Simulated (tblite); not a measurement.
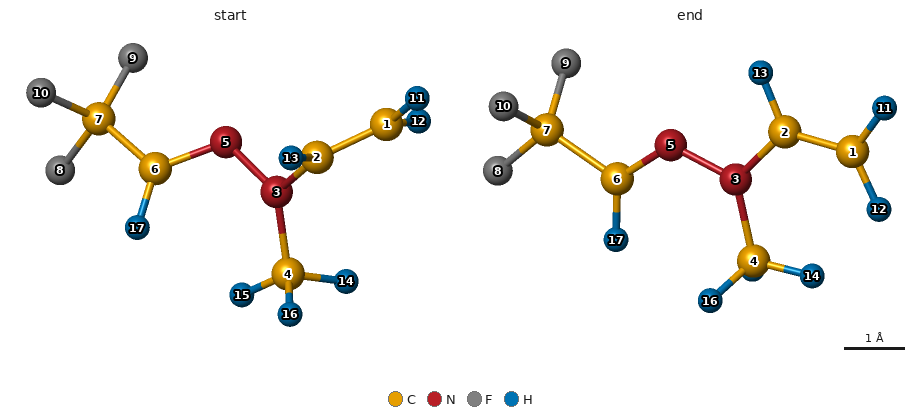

The structure of C5H7F3N2 before (left) and after (right) a relaxation, at one scale.

A ball-and-stick model, seen from a free direction.

Theory: GFN2-xTB geometry optimisation, gas phase in tblite 0.8.0. 

Q: Summarise the run.

A: H13 moves most after the best rigid fit: 1.96 Å. By element the largest moves are H 1.96 Å, C 0.63 Å, F 0.52 Å, N 0.37 Å. Among the contacts that change: N3–N5 1.411 → 1.307 Å, C2–N3 1.456 → 1.386 Å, C7–F8 1.396 → 1.344 Å, C1–H11 1.110 → 1.074 Å. Among the angles between lasting bonds that change: N3–C2–H13 121.4° → 111.0°, N5–C6–H17 120.2° → 128.0°, C1–C2–N3 120.4° → 127.8°. Groups turn about C2–N3 by about 90°, N3–C4 by about 75°, N3–N5 by about 50°. Over 116 geometry steps the energy falls by 137.5 kJ/mol.
